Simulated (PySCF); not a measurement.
C₅H₆S, SMILES C(=C/SC)/C#C at its GFN2-xTB optimised geometry (Å):

```
12

C      2.7802     1.1153    -0.0089
C      2.1020     0.1232    -0.0025
C      1.3210    -1.0450     0.0000
C     -0.0161    -1.0450     0.0000
S     -0.9964     0.4039     0.0000
C     -2.6500    -0.3576    -0.0106
H      3.3670     1.9842    -0.0120
H      1.8588    -1.9842     0.0016
H     -0.5800    -1.9644     0.0010
H     -3.3670     0.4566     0.0025
H     -2.7752    -0.9740     0.8748
H     -2.7766    -0.9467    -0.9144
```

Level of theory: B3LYP/def2-TZVP in PySCF 2.14.0.

Map of the electrostatic potential (hartree/e), clipped to [-0.08, 0.12] on the plane z = 1.2 Å:

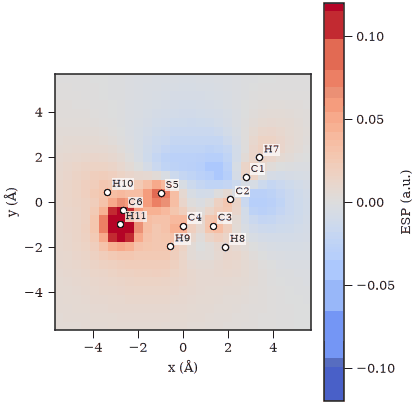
*Electrostatic potential (hartree/e), clipped to [-0.08, 0.12] on the plane z = 1.2 Å.*
